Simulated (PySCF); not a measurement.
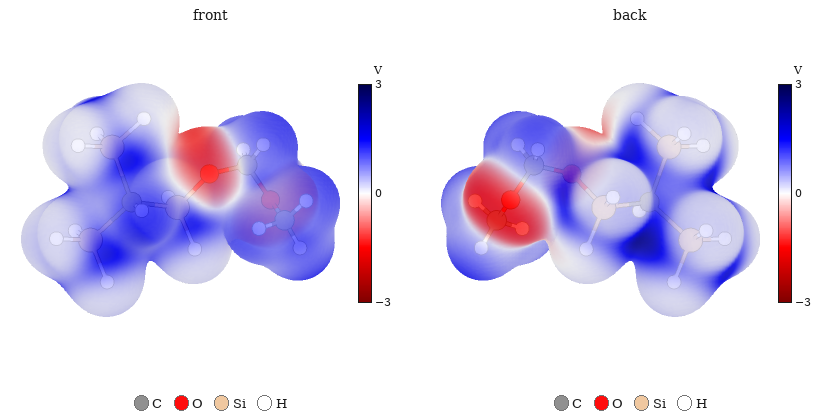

Figure 1: C3H14O2Si3 (SMILES COCO[SiH2]C([SiH3])[SiH3]). The electrostatic potential painted on the density surface at 0.004 e/bohr³, seen from the front and from behind; red is negative and blue positive.

Geometry: GFN2-xTB.

Computed with PySCF 2.14.0, PBE0/pcSseg-1, SCF density, gas phase, non-relativistic.

```xyz
22

C     3.4316   -0.1683    0.6647
O     3.0032    0.2611   -0.6126
C     2.0682    1.2826   -0.5683
O     0.8393    0.8852   -0.0827
Si    0.0351   -0.4318   -0.6194
C    -1.5707   -0.3423    0.3706
Si   -2.6627   -1.8314   -0.0521
Si   -2.4663    1.3245    0.1733
H     3.9787    0.6320    1.1762
H     2.5845   -0.4758    1.2834
H     4.0906   -1.0163    0.4956
H     2.4158    2.1114    0.0712
H     1.9683    1.6330   -1.6032
H     0.7839   -1.6641   -0.3474
H    -0.1675   -0.3350   -2.0688
H    -1.3082   -0.4309    1.4284
H    -1.9334   -3.0812    0.1825
H    -3.0655   -1.7850   -1.4572
H    -3.8587   -1.8324    0.7965
H    -2.8847    1.5041   -1.2210
H    -1.6284    2.4549    0.5781
H    -3.6633    1.3250    1.0259
```

Q: Describe the electrostatic potential map.

A: The most negative region (about −1.5 V, or −35 kcal/mol for a unit charge) lies over O2, the most positive (about +2.2 V, or +51 kcal/mol for a unit charge) over Si5 and Si7. O2 is the likeliest acceptor of a hydrogen bond.
